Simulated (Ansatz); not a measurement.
Geometry relaxation, with input and output: BNH3Cl2F (part 2 of 2)

BNH3Cl2F; RHF/cc-pVDZ (Ansatz 0.2.0). The input holds or restrains some coordinates. Forces given for the steps count only the free coordinates. It belongs to a series of runs on one base structure; here: pulled along the bonds that form and break, towards end B.

### Trajectory as extended XYZ (Å, eV, eV/Å), 9 frames, from step=1 to step=9
```
8
Properties=species:S:1:pos:R:3:forces:R:3 step=1 energy=-29914.31488
B     0.0000    0.0000    0.0000    1.7560   3.9540  -3.1320
Cl    0.0000    0.0000    2.2100    0.3982  -4.4265   2.0515
N     1.3423    0.0000   -0.7750   -1.5443  -1.3740   1.5331
H     1.8089   -0.9179   -1.0268   -0.9455   2.5592   0.4021
H     1.7937    0.9179   -1.0532   -1.0406  -2.3682   0.8840
Cl   -1.6108    0.0000   -0.9300    0.8713  -1.7530   0.9507
F    -0.2026    1.5239    0.5108    0.7103   1.6053  -2.5435
H    -0.1574    1.1840    1.5499   -0.2054   1.8032  -0.1460
8
Properties=species:S:1:pos:R:3:forces:R:3 step=2 energy=-29915.98216
B     0.0046    0.1013   -0.1638    1.1231   4.7404  -3.0224
Cl    0.0017   -0.0324    2.4023   -0.1567   0.5064  -0.0144
N     1.3442   -0.0054   -0.7746   -1.6589  -0.9222   1.2041
H     1.7999   -0.8984   -1.0230   -0.6642   1.6203   0.1125
H     1.7880    0.8931   -1.0457   -0.4942  -1.6399   0.7026
Cl   -1.6246   -0.0269   -0.9386    0.4477  -1.9602   0.4767
F    -0.1879    1.5299    0.3458    1.2186  -1.0786  -0.7174
H    -0.1517    1.1467    1.6834    0.1845  -1.2662   1.2585
8
Properties=species:S:1:pos:R:3:forces:R:3 step=3 energy=-29917.39688
B     0.0088    0.2192   -0.3174    0.2842   3.0806  -2.1079
Cl   -0.0004   -0.0434    2.5340   -0.1786   1.0076  -0.1883
N     1.3334   -0.0103   -0.7677   -0.5614  -0.4409   0.3487
H     1.7871   -0.8829   -1.0217   -0.5686   0.9178  -0.0449
H     1.7846    0.8718   -1.0356   -0.0385  -1.2400   0.5415
Cl   -1.6273   -0.0620   -0.9385   -0.2988  -2.1594  -0.1236
F    -0.1607    1.5139    0.1605    1.1962   0.0659   0.4745
H    -0.1513    1.1016    1.8720    0.1654  -1.2316   1.0999
8
Properties=species:S:1:pos:R:3:forces:R:3 step=4 energy=-29918.16538
B     0.0085    0.3401   -0.4540   -0.3264  -0.2088  -1.4342
Cl   -0.0002   -0.0792    2.5831   -0.1692   0.9448  -0.0929
N     1.3234   -0.0134   -0.7678   -0.3976   0.1353  -0.0799
H     1.7522   -0.8751   -1.0340   -0.4005   0.1300  -0.2245
H     1.8142    0.8353   -1.0142    0.4705  -0.6590   0.3441
Cl   -1.6388   -0.1647   -0.9349    0.3801  -1.2443  -0.0060
F    -0.1123    1.5494    0.0427    0.2938   1.9447   0.8931
H    -0.1729    1.1155    2.0648    0.1492  -1.0426   0.6004
8
Properties=species:S:1:pos:R:3:forces:R:3 step=5 energy=-29918.56398
B    -0.0027    0.4413   -0.5429   -0.0079   0.1596   0.4799
Cl   -0.0030   -0.1144    2.4992   -0.2390   1.5433  -0.0504
N     1.2976   -0.0054   -0.7850   -0.1510   1.3820  -0.3491
H     1.6454   -0.8908   -1.0863   -0.3505   0.0966  -0.1832
H     1.9277    0.7895   -0.9031   -0.0442  -1.0591   0.3328
Cl   -1.5779   -0.3213   -0.8364    0.3490  -0.3608  -0.1998
F    -0.1220    1.6637    0.0392    0.2047  -0.1047  -0.6197
H    -0.1910    1.1454    2.1009    0.2389  -1.6569   0.5896
8
Properties=species:S:1:pos:R:3:forces:R:3 step=6 energy=-29918.69042
B    -0.0107    0.4525   -0.4912    0.1277  -0.1019  -0.9054
Cl    0.0065   -0.0812    2.5500   -0.2299   1.6069  -0.2891
N     1.2666    0.0032   -0.8116    0.9437   1.6393   0.1839
H     1.5526   -0.8655   -1.2333   -0.3256   0.4925   0.2421
H     1.9923    0.7514   -0.7341   -1.0008  -1.7508  -0.1665
Cl   -1.5270   -0.4116   -0.8535    0.2929  -0.0097   0.1470
F    -0.1321    1.7062   -0.0099   -0.0268  -0.2507   0.0265
H    -0.1741    1.1529    2.0693    0.2187  -1.6255   0.7614
8
Properties=species:S:1:pos:R:3:forces:R:3 step=7 energy=-29918.80453
B     0.0428    0.5306   -0.4941   -0.2891  -0.6110  -0.7139
Cl    0.0068   -0.0644    2.5158   -0.2872   1.3164  -0.0427
N     1.2855    0.0971   -0.9246   -0.2181  -0.2430   0.1118
H     1.4113   -0.8501   -1.2385    0.0030   0.4184   0.0644
H     2.1257    0.6032   -0.7497    0.1053   0.0823   0.0228
Cl   -1.4062   -0.4826   -0.7576    0.0689   0.0237  -0.0776
F    -0.1856    1.7234    0.0465    0.2974   0.3951   0.0189
H    -0.3063    1.1507    2.0880    0.3199  -1.3820   0.6164
8
Properties=species:S:1:pos:R:3:forces:R:3 step=8 energy=-29918.83708
B    -0.0043    0.4888   -0.5137    0.3828  -0.0783  -0.4881
Cl    0.1611    0.0039    2.5131   -0.5184   1.1118  -0.0012
N     1.2651    0.0659   -0.8566   -0.0925  -0.1836  -0.1596
H     1.4280   -0.8085   -1.3071    0.0417  -0.0334   0.0489
H     2.0873    0.5812   -0.6184   -0.0703   0.0423  -0.0087
Cl   -1.4586   -0.4632   -0.8569   -0.0585  -0.0285  -0.0513
F    -0.1645    1.6901    0.0395   -0.2157   0.3737   0.0890
H    -0.3400    1.1497    2.0858    0.5309  -1.2040   0.5710
8
Properties=species:S:1:pos:R:3:forces:R:3 step=9 energy=-29918.84444
B     0.0008    0.4946   -0.5137   -0.0001  -0.2607  -0.5991
Cl    0.1294   -0.0152    2.5152   -0.4384   1.1889  -0.0064
N     1.2633    0.0705   -0.8732    0.0371  -0.0153   0.0034
H     1.4325   -0.8293   -1.2690   -0.0048   0.0213  -0.0038
H     2.0820    0.5964   -0.6468   -0.0113   0.0019   0.0078
Cl   -1.4498   -0.4647   -0.8827   -0.0124  -0.0175   0.0019
F    -0.1896    1.6860    0.0494   -0.0219   0.3699   0.0397
H    -0.2946    1.1696    2.1065    0.4518  -1.2885   0.5564
```

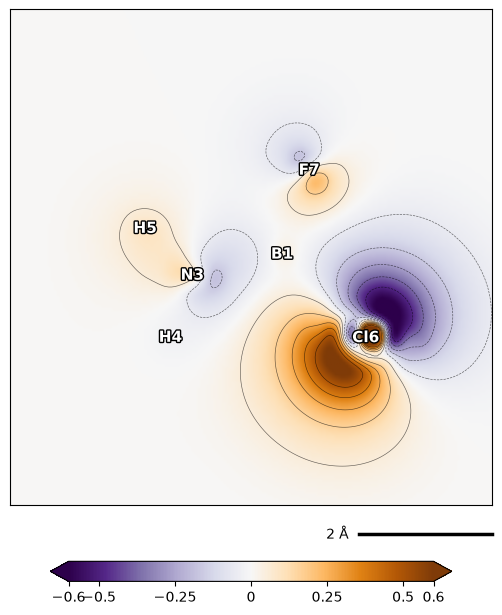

The HOMO−1 on the plane of atoms B1, N3 and H5 (values in Å⁻³ᐟ²; the overall sign is arbitrary). Its energy is −12.52 eV.

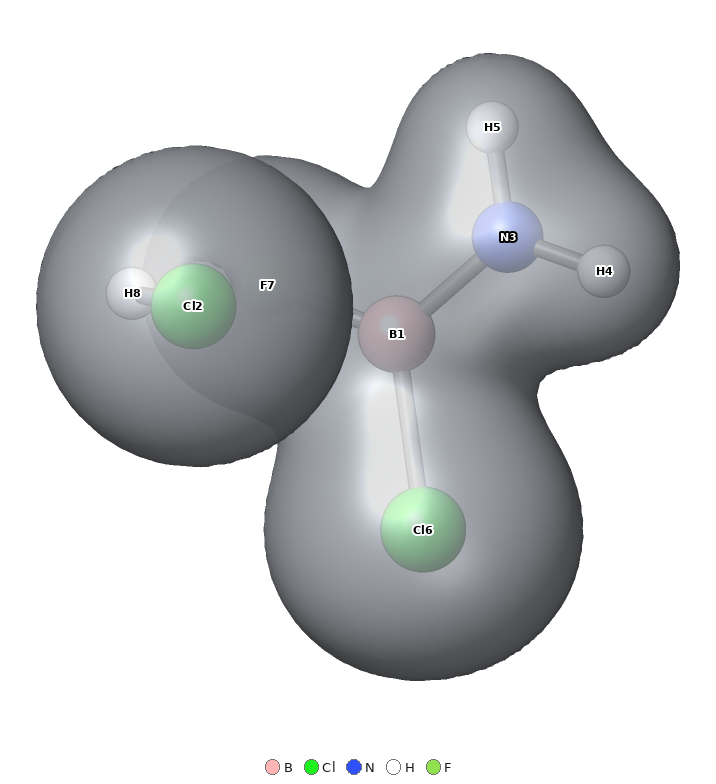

Isosurface of the total electron density at 0.1 e/Å³ (grey), seen at a tilt. At this value the surface is in one piece. It is pinched off along the B···Cl (3.07 Å) contacts. On the grid the lowest density along these lines, outside the cores, is 0.06 e/Å³ (B···Cl, 3.07 Å), 1.3 e/Å³ (B–F, 1.33 Å), 1.6 e/Å³ (B–N, 1.38 Å) and 0.93 e/Å³ (B–Cl, 1.78 Å).

This output came from the following input.

### Input file
```yaml
crystal:
  periodic: [false, false, false]
  atoms:
    - { symbol: B, position_ang: [0.0, 0.0, 0.0] }
    - { symbol: Cl, position_ang: [0.0, 0.0, 2.21] }
    - { symbol: "N", position_ang: [1.3423, 0.0, -0.775] }
    - { symbol: H, position_ang: [1.8089, -0.9179, -1.0268] }
    - { symbol: H, position_ang: [1.7937, 0.9179, -1.0532] }
    - { symbol: Cl, position_ang: [-1.6108, 0.0, -0.93] }
    - { symbol: F, position_ang: [-0.2026, 1.5239, 0.5108] }
    - { symbol: H, position_ang: [-0.1574, 1.184, 1.5499] }
basis:
  gaussian: { orbitals: cc-pVDZ }
hamiltonian:
  xc: hf
relax:
  f_tol: 0.15
  max_steps: 25
  restrain:
    - { distance: [0, 6], at: 1.32, k: 30.0 }
    - { distance: [7, 1], at: 1.37, k: 30.0 }
    - { distance: [0, 1], at: 3.06, k: 30.0 }
    - { distance: [7, 6], at: 2.12, k: 30.0 }
output:
  orbitals: {}
```

Run as:
```bash
ansatz run input.yaml --threads 1 --pin off --max-ram 2048MiB --backend cpu --events-out ev --progress --plain --runs-dir out
```

### Key numbers

```json
{"quantity": "outcome", "value": "converged under the restraints of the input"}
{"quantity": "total energy", "value": "−29918.8444 eV"}
{"quantity": "mean-field energy", "value": "−29918.8444 eV"}
{"quantity": "largest force (length of the vector) at the end, held atoms and coordinates included", "value": "1.474 eV/Å"}
{"quantity": "hardware", "value": "1 thread of Intel Xeon @ 2.50GHz (Skylake/Cascade Lake), 32 GiB of memory available, shared host"}
{"quantity": "wall time", "value": "41 s"}
{"quantity": "peak memory", "value": "0.21 GiB"}
```
